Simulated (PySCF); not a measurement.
## Run report: NiF4, frequency calculation

- system: NiF4, multiplicity 5
- method: UKS-based B3LYP, Ni def2-SVP, F def2-SVP; non-relativistic Hamiltonian; density fitting (PySCF 2.14.0)

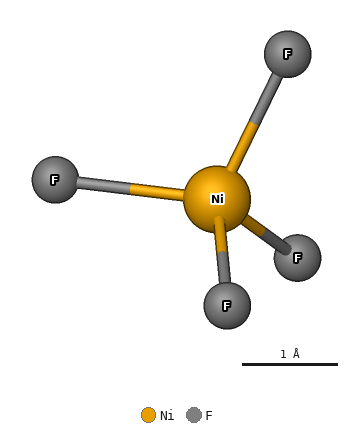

**Figure 1.** The structure (ball-and-stick view, seen at a tilt). Sticks mark near contacts.

### Summary

```tsv
quantity	value
outcome	converged
total energy	−1907.125734 hartree
⟨S²⟩	6.013
zero-point energy	0.007736 hartree
dipole moment	0.00 D
wavenumbers, lowest and highest	69 and 681 cm⁻¹
hardware	2 threads of Intel Xeon @ 2.50GHz (Skylake/Cascade Lake), 64 GiB of memory available, shared host
wall time	73 s (CPU time 2.3 min)
peak memory	1.3 GiB
```

### The input
```python
from pyscf import gto, scf, dft
mol = gto.M(atom='''
Ni     0.000000     0.000000    -0.000000
F      1.401504    -0.000104     1.043489
F     -1.401322     0.000153     1.043733
F      0.000038     1.401388    -1.043644
F     -0.000219    -1.401437    -1.043578''',
    basis={'Ni': 'def2-SVP', 'F': 'def2-SVP'},
    charge=0, spin=4)
mf = dft.UKS(mol, xc='B3LYP')
mf.grids.atom_grid = (75, 302)
aux = {'Ni': 'def2-universal-JKFIT', 'F': 'def2-universal-JKFIT'}
mf = mf.density_fit(auxbasis=aux)
mf.conv_tol = 1e-09
mf.diis_space = 10
mf.max_cycle = 60
mf.verbose = 4
mf.kernel()
```

The script is an equivalent of the set-up of the self-consistent field. The run itself was carried out by a driver, which started from the orbitals of the step before it where there was one and computed the further properties.

Command:
```bash
OMP_NUM_THREADS=2 python axn.py task.json out
```

### The program's output
```
init E= -1907.12573419604
  alpha nocc = 34  HOMO = -0.428058177402447  LUMO = -0.00907765520455239
  beta  nocc = 30  HOMO = -0.400266226996191  LUMO = -0.310228544152216
  HOMO = -0.400266226996  LUMO = -0.310228544152  gap/eV = 2.45005
cycle= 1 E= -1907.12573419597  delta_E= 7.19e-11  |g|= 1.38e-05  |ddm|= 7.53e-06
  alpha nocc = 34  HOMO = -0.428059750695651  LUMO = -0.00907807354916645
  beta  nocc = 30  HOMO = -0.400268399362414  LUMO = -0.310232667638319
  HOMO = -0.400268399362  LUMO = -0.310232667638  gap/eV = 2.45000
cycle= 2 E= -1907.12573419402  delta_E= 1.95e-09  |g|= 8.13e-05  |ddm|= 4.33e-05
  alpha nocc = 34  HOMO = -0.428058373590897  LUMO = -0.00907771824556747
  beta  nocc = 30  HOMO = -0.400266523502645  LUMO = -0.310229230288931
  HOMO = -0.400266523503  LUMO = -0.310229230289  gap/eV = 2.45004
cycle= 3 E= -1907.12573419604  delta_E= -2.02e-09  |g|= 3.35e-07  |ddm|= 3.68e-05
  alpha nocc = 34  HOMO = -0.428058385055297  LUMO = -0.00907772179499222
  beta  nocc = 30  HOMO = -0.400266541287405  LUMO = -0.310229303406101
  HOMO = -0.400266541287  LUMO = -0.310229303406  gap/eV = 2.45004
cycle= 4 E= -1907.12573419604  delta_E= -3.18e-12  |g|= 3.94e-07  |ddm|= 8.88e-07
  alpha nocc = 34  HOMO = -0.428058348007747  LUMO = -0.00907771787158484
  beta  nocc = 30  HOMO = -0.400266509746182  LUMO = -0.310229314334633
  HOMO = -0.400266509746  LUMO = -0.310229314335  gap/eV = 2.45004
Extra cycle  E= -1907.12573419603  delta_E= 7.73e-12  |g|= 1.15e-06  |ddm|= 1.32e-06
converged SCF energy = -1907.12573419603  <S^2> = 6.012585  2S+1 = 5.0050315
```

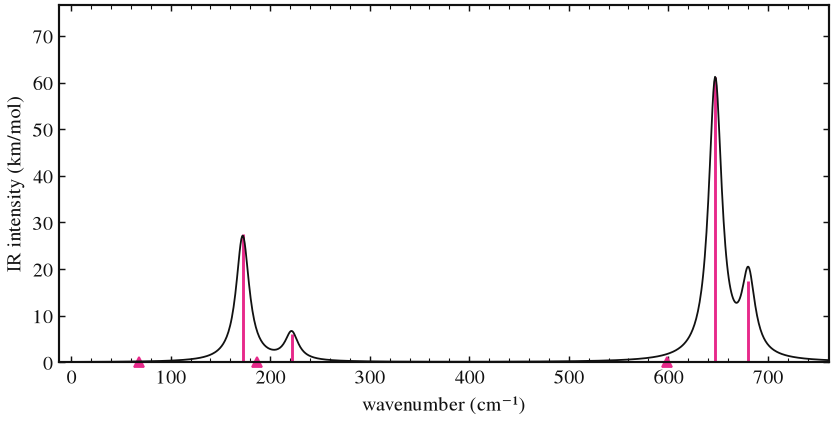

**Figure 2.** Harmonic infrared spectrum, unscaled: sticks (degenerate modes added up, dark ones marked on the axis) with a Lorentzian envelope of 16 cm⁻¹ full width, scaled to the tallest stick. 9 modes from 69 to 681 cm⁻¹, none imaginary. The strongest line is at 647 cm⁻¹ (61 km/mol). All modes, in cm⁻¹ (km/mol): 69 (0.0), 172 (13.7), 172 (13.7), 187 (0.0), 222 (6.1), 599 (0.0), 647 (31), 647 (31), 681 (17.5).

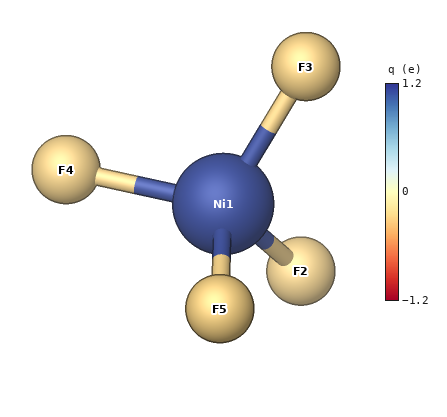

**Figure 3.** Mulliken charges, as the colour of each atom (ball-and-stick view, seen at a tilt; atoms are numbered from 1 in the order of the input). By element: Ni +1.11 and F −0.28 e.
